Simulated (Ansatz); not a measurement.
# AlF2GeH3O2···HF: what the fields show

```yaml
atoms:
  - { symbol: Ge, position_ang: [0.1925, -0.5871, -0.4116] }
  - { symbol: F, position_ang: [-1.2490, -0.2757, 2.0668] }
  - { symbol: F, position_ang: [0.9757, -0.9053, -1.8815] }
  - { symbol: F, position_ang: [1.0187, 0.7349, 0.2554] }
  - { symbol: O, position_ang: [-1.4434, -0.2390, -0.7767] }
  - { symbol: H, position_ang: [-1.9897, -0.0407, -0.0281] }
  - { symbol: O, position_ang: [0.4491, -1.9532, 0.6394] }
  - { symbol: Al, position_ang: [1.1702, -3.4880, 0.8715] }
  - { symbol: H, position_ang: [2.0305, -4.1274, -0.2720] }
  - { symbol: H, position_ang: [0.8795, -4.1456, 2.2680] }
  - { symbol: H, position_ang: [-0.7286, -1.0020, 2.2447] }
```

Not at a stationary point (largest force 0.9 eV/Å).

Method: RHF/def2-SVP in Ansatz 0.2.0.

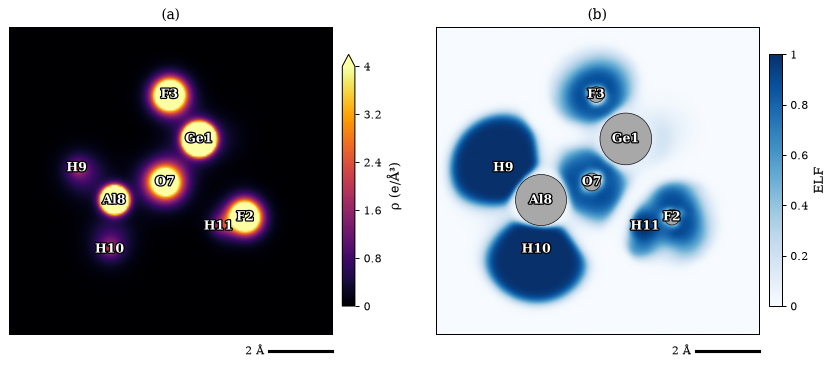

Figure 1. (a) electron density; (b) electron localisation function on the plane of atoms H9, Al8 and H10. Grey discs cover the atomic cores in the ELF map.

### Read the bonding off the picture.

The section cuts through Ge, F, O, Al and H sites. Ge1···F2 (2.88 Å): the density falls to about 0.07 e/Å³ on the way; the ELF dips to about 0 between them. Ge–F (1.70 Å): ρ is about 1 e/Å³ halfway; the ELF peaks at about 0.80 in the valence shell of F, 0.5 Å from its nucleus, and is about 0.25 at the midpoint. Al–O (1.71 Å): the density is about 0.79 e/Å³ at the midpoint; the ELF peaks at about 0.85 in the valence shell of O, 0.6 Å from its nucleus, and is about 0.35 at the midpoint. F–H (0.91 Å): the density is about 4.8 e/Å³ at the midpoint; the ELF climbs to about 1 towards the hydrogen, as it does in any bond to H; an ordinary covalent bond to hydrogen. Al–H (1.57 Å): ρ at the midpoint is about 0.57 e/Å³; the ELF climbs to about 1 towards the hydrogen. The ELF also peaks beside F2 and F3, away from the bonds: lone-pair regions.

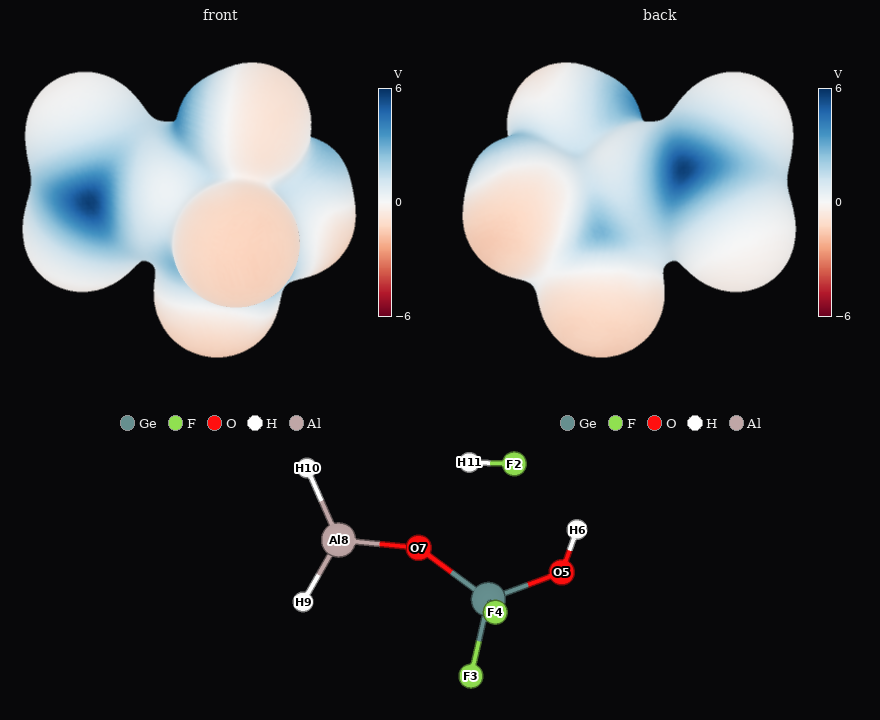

Figure 2. The electrostatic potential painted on the density surface at 0.002 e/bohr³, seen from the front and from behind; the colour scale runs from red (negative) to blue (positive). The bare structure is drawn below in the same view.

### Which sites attract a positive test charge, and which a negative one?

A positive charge is drawn to the negative regions and a negative charge to the positive ones. The most negative region (about −1.4 V, or −32 kcal/mol for a unit charge) lies over F3 and O5, the most positive (about +5.4 V, or +125 kcal/mol for a unit charge) over Al8.

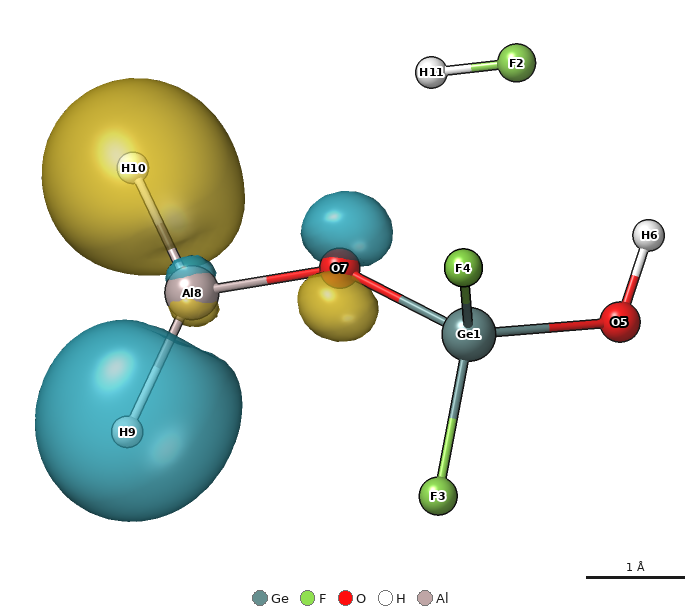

Figure 3. The HOMO at ±0.15 Å⁻³ᐟ² (yellow and cyan are the two phases), seen at a tilt.

### Describe this orbital and give its energy.

By Hirshfeld shares it lies mainly on Al8 (about 35 %), H9 (about 30 %) and H10 (about 30 %). Its energy is −12.22 eV.

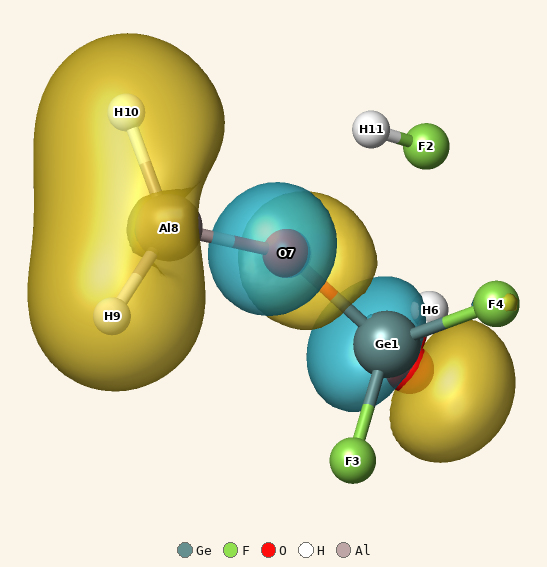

Figure 4. The HOMO−1 at ±0.08 Å⁻³ᐟ² (yellow and cyan are the two phases), seen at an oblique angle.

### Describe this orbital and give its energy.

By Hirshfeld shares it lies mainly on Al8 (about 25 %), O5 (about 20 %), O7 (about 15 %), H10 (about 15 %) and H9 (about 15 %). Its energy is −14.34 eV.
